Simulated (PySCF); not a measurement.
**C2H3Cl2F (1,1-dichloro-1-fluoroethane) at 5 levels**

Wanted: a comparison of 5 runs (HF/STO-3G, HF/def2-SVP, PBE0/def2-SVP, PBE/def2-TZVP, MP2/aug-cc-pVDZ) of C2H3Cl2F (1,1-dichloro-1-fluoroethane). 

The results are computed with PySCF 2.14.0.

## 1. The structure to begin with

The species is C2H3Cl2F (8 atoms), meant as a singlet with charge 0. As SMILES, `CC(F)(Cl)Cl`. The coordinates come from a PBE0-D4/def2-TZVP relaxation.

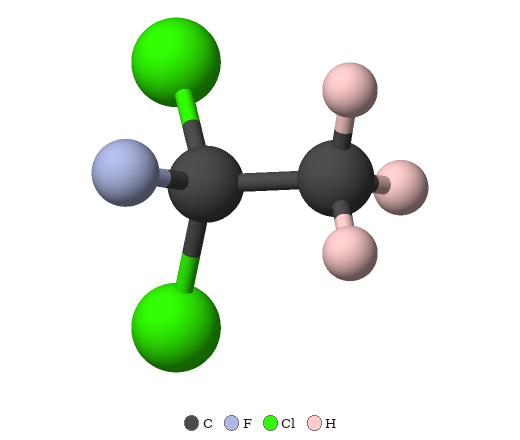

Viewed from a chosen angle; carbon dark grey, fluorine light blue, chlorine green, hydrogen pink.

## 2. Energy and gradient at HF/STO-3G (run 1)

run.py

```python
# CC(F)(Cl)Cl
import pyscf.grad
from pyscf import gto, scf

mol = gto.Mole()
mol.atom = '''
C     -0.252278    -0.956012     1.221330
C      0.376811     0.739450    -0.966217
F      2.879187     1.215472    -1.015539
Cl    -0.439172    -0.704301    -3.885088
Cl    -1.211503     3.685344    -0.704868
H      0.308781    -0.022299     2.970649
H      0.784047    -2.724985     1.012704
H     -2.271640    -1.340383     1.261581
'''
mol.verbose = 3
mol.unit = 'bohr'
mol.max_memory = 1860
mol.basis = 'sto-3g'
mol.build()

myscf = scf.RHF(mol)
myscf.conv_tol = 1e-10
myscf.kernel()
if not myscf.converged:
    myscf = myscf.newton().run(myscf.mo_coeff, myscf.mo_occ)

energy = myscf.e_tot
print('E(%s) = %.9f' % ('HF', energy))
grad = myscf.Gradients().kernel()
myscf.analyze()
```

Launch:

```sh
$ OMP_NUM_THREADS=1 python run.py
```

Log:

```text
converged SCF energy = -1083.75076628802
E(HF) = -1083.750766288
--------------- RHF gradients ---------------
         x                y                z
0 C     0.0121523743     0.0244883525    -0.0308311865
1 C    -0.0188952596    -0.0047402890     0.0019993952
2 F    -0.0272631268    -0.0049189524     0.0001729249
3 Cl     0.0118795360     0.0193859412     0.0344122982
4 Cl     0.0214492510    -0.0349302823    -0.0049137630
5 H     0.0012255517     0.0030544554     0.0022949273
6 H     0.0022379760    -0.0027398388    -0.0018958567
7 H    -0.0027863026     0.0004006136    -0.0012387393
----------------------------------------------
**** MO energy ****
MO #1   energy= -103.727144275985  occ= 2
MO #2   energy= -103.727128123636  occ= 2
MO #3   energy= -26.0249791459256  occ= 2
MO #4   energy= -11.2766375616106  occ= 2
MO #5   energy= -11.1049958366473  occ= 2
MO #6   energy= -10.4097581733461  occ= 2
MO #7   energy= -10.4095226293555  occ= 2
MO #8   energy= -7.8540066882142   occ= 2
MO #9   energy= -7.85390408723048  occ= 2
MO #10  energy= -7.84809251327282  occ= 2
MO #11  energy= -7.84787510622234  occ= 2
MO #12  energy= -7.8478502612784   occ= 2
MO #13  energy= -7.84770912235734  occ= 2
MO #14  energy= -1.58349541568708  occ= 2
MO #15  energy= -1.14758757230118  occ= 2
MO #16  energy= -1.03350445214703  occ= 2
MO #17  energy= -0.990560680963717 occ= 2
MO #18  energy= -0.777066826239088 occ= 2
MO #19  energy= -0.64973229463009  occ= 2
MO #20  energy= -0.648872327410809 occ= 2
MO #21  energy= -0.645694298029427 occ= 2
MO #22  energy= -0.567415923590873 occ= 2
MO #23  energy= -0.547340983556964 occ= 2
MO #24  energy= -0.494143954464014 occ= 2
MO #25  energy= -0.458798830046555 occ= 2
MO #26  energy= -0.42753784812599  occ= 2
MO #27  energy= -0.420853102933272 occ= 2
MO #28  energy= -0.410672844709068 occ= 2
MO #29  energy= -0.398971188944764 occ= 2
MO #30  energy= 0.297789114352582  occ= 0
MO #31  energy= 0.342826357154992  occ= 0
MO #32  energy= 0.52814723572772   occ= 0
MO #33  energy= 0.616686124779641  occ= 0
MO #34  energy= 0.675581909996574  occ= 0
MO #35  energy= 0.697812383643874  occ= 0
MO #36  energy= 0.702489076401141  occ= 0
 ** Mulliken atomic charges  **
charge of    0C =     -0.11533
charge of    1C =      0.21709
charge of    2F =     -0.07387
charge of    3Cl =     -0.11138
charge of    4Cl =     -0.11136
charge of    5H =      0.06402
charge of    6H =      0.06402
charge of    7H =      0.06680
Dipole moment(X, Y, Z, Debye):  0.37412, -1.38777,  2.00669
```

Wall time 2.5 s (1 thread of Intel Xeon at 2.70GHz, shared host); peak memory 0.12 GiB.

## 3. Energy and forces at HF/def2-SVP (run 2)

start.xyz

```xyz
8
C2H3Cl2F
C     -0.133500    -0.505900     0.646300
C      0.199400     0.391300    -0.511300
F      1.523600     0.643200    -0.537400
Cl    -0.232400    -0.372700    -2.055900
Cl    -0.641100     1.950200    -0.373000
H      0.163400    -0.011800     1.572000
H      0.414900    -1.442000     0.535900
H     -1.202100    -0.709300     0.667600
```

input.py

```python
from pyscf import gto

system = gto.Mole()
system.atom = 'start.xyz'
system.max_memory = 1860
system.verbose = 3
system.spin = 0
system.charge = 0
system.basis = 'def2-svp'
system.build()

mf = system.RHF()
mf.conv_tol = 1e-10
mf.kernel()
if not mf.converged:
    mf = mf.newton().run(mf.mo_coeff, mf.mo_occ)

energy = mf.e_tot
print(f'total energy: {energy:.8f} hartree')
grad = mf.nuc_grad_method().kernel()
dip = mf.dip_moment()
pop, q = mf.mulliken_pop()
```

Launch:

```sh
$ OMP_NUM_THREADS=1 python input.py
```

Log:

```text
converged SCF energy = -1095.47934971305
total energy: -1095.47934971 hartree
[... 8 lines left out ...]
Dipole moment(X, Y, Z, Debye): -0.75148, -1.30199,  1.61496
[... 102 lines left out ...]
charge of    7H =      0.06665
```

Wall time 14 s (1 thread of Intel Xeon at 2.70GHz, shared host); peak memory 0.19 GiB.

## 4. Energy and gradient at PBE0/def2-SVP (run 3)

calc.py

```python
from pyscf import gto, dft

molecule = gto.M(
    atom='''
C     -0.252278    -0.956012     1.221330
C      0.376811     0.739450    -0.966217
F      2.879187     1.215472    -1.015539
Cl    -0.439172    -0.704301    -3.885088
Cl    -1.211503     3.685344    -0.704868
H      0.308781    -0.022299     2.970649
H      0.784047    -2.724985     1.012704
H     -2.271640    -1.340383     1.261581
''',
    verbose=3,
    max_memory=1860,
    basis='def2-svp',
    spin=0,
    unit='bohr',
)

ks = dft.RKS(molecule)
ks.xc = 'pbe0'
ks.conv_tol = 1e-10
ks.grids.level = 5
ks.kernel()
if not ks.converged:
    ks = ks.newton().run(ks.mo_coeff, ks.mo_occ)

e_tot = ks.e_tot
print('E(%s) = %.9f' % ('PBE0', e_tot))
grad = ks.nuc_grad_method().kernel()
dip = ks.dip_moment()
pop, q = ks.mulliken_pop()
```

Launch:

```sh
$ OMP_NUM_THREADS=1 python calc.py
```

Log:

```text
converged SCF energy = -1097.34579217917
[... 9 lines left out ...]
Dipole moment(X, Y, Z, Debye): -0.53670, -1.16888,  1.48338
[... 102 lines left out ...]
charge of    7H =      0.07351
```

It took 41 s on 1 thread of Intel Xeon at 2.70GHz, shared host; peak memory 0.92 GiB.

Run 4 isn't shown in full; the table further down has it.

## 5. Energy and forces at MP2/aug-cc-pVDZ (run 5)

input.xyz

```xyz
8

C     -0.133500    -0.505900     0.646300
C      0.199400     0.391300    -0.511300
F      1.523600     0.643200    -0.537400
Cl    -0.232400    -0.372700    -2.055900
Cl    -0.641100     1.950200    -0.373000
H      0.163400    -0.011800     1.572000
H      0.414900    -1.442000     0.535900
H     -1.202100    -0.709300     0.667600
```

run.py

```python
import pyscf.grad
from pyscf import gto, mp

system = gto.M(
    atom='input.xyz',
    verbose=4,
    charge=0,
    max_memory=1860,
    spin=0,
    basis='aug-cc-pvdz',
)

hf = system.RHF()
hf.conv_tol = 1e-10
hf.kernel()
if not hf.converged:
    hf = hf.newton().run(hf.mo_coeff, hf.mo_occ)

pt = mp.MP2(hf, frozen=13).run()
energy = pt.e_tot
print(f'total energy: {energy:.8f} hartree')
grad = pt.Gradients().kernel()
dip = hf.dip_moment()
pop, q = hf.mulliken_pop()
```

Launch:

```sh
$ OMP_NUM_THREADS=1 python run.py
```

Log:

```text
PySCF version 2.14.0

[... 64 lines left out ...]
converged SCF energy = -1095.94756110744
[... 8 lines left out ...]
total energy: -1096.74080996 hartree
[... 8 lines left out ...]
Dipole moment(X, Y, Z, Debye): -0.65373, -1.29746,  1.63246
[... 159 lines left out ...]
charge of    7H =      0.03176
```

It took 97 s on 1 thread of Intel Xeon at 2.70GHz, shared host; peak memory 1.9 GiB.

## 6. The series

```
run            level  integration grid  frozen core orbitals   energy (Eh)  dipole moment (D) of the reference  HOMO energy (eV)  LUMO energy (eV)  wall time
  1        HF/STO-3G                 –                     –  -1083.750766                                2.47            -10.86              8.10      2.5 s
  2      HF/def2-SVP                 –                     –  -1095.479350                                2.21            -12.19              4.81       14 s
  3    PBE0/def2-SVP                 5                     –  -1097.345792                                1.96             -8.70              0.46       41 s
  4    PBE/def2-TZVP                 5                     –  -1097.792099                                1.91             -7.40             -1.29    2.6 min
  5  MP2/aug-cc-pVDZ                 –                    13  -1096.740810                                2.19            -12.30              0.98       97 s
```

## 7. What came out

| quantity | value |
| --- | --- |
| run 5: total energy | -1096.74081 Eh |
| run 5: dipole moment (Hartree–Fock density) | 2.19 D |
| run 5: HOMO energy (Hartree–Fock orbitals) | -12.30 eV |
| run 5: LUMO energy (Hartree–Fock orbitals) | 0.98 eV |
| run 5: HOMO–LUMO gap (Hartree–Fock orbitals) | 13.27 eV |
| run 5: correlation energy (13 core orbitals frozen) | -793.2 mEh |
| run 5: largest force on an atom | 1.122 eV/Å |

In words: Over runs 1, 2, 3, 4 the dipole moment (its size) runs from 1.91 D (PBE/def2-TZVP) to 2.47 D (HF/STO-3G). The two ends differ in method and basis. Over runs 1, 2, 3, 4 the HOMO–LUMO gap runs from 6.11 eV (PBE/def2-TZVP) to 18.96 eV (HF/STO-3G). Totals of different functionals can't be ranked against each other. In run 1 the basis is minimal, so the values are rough. All runs together took 5.1 min, the longest 2.6 min.
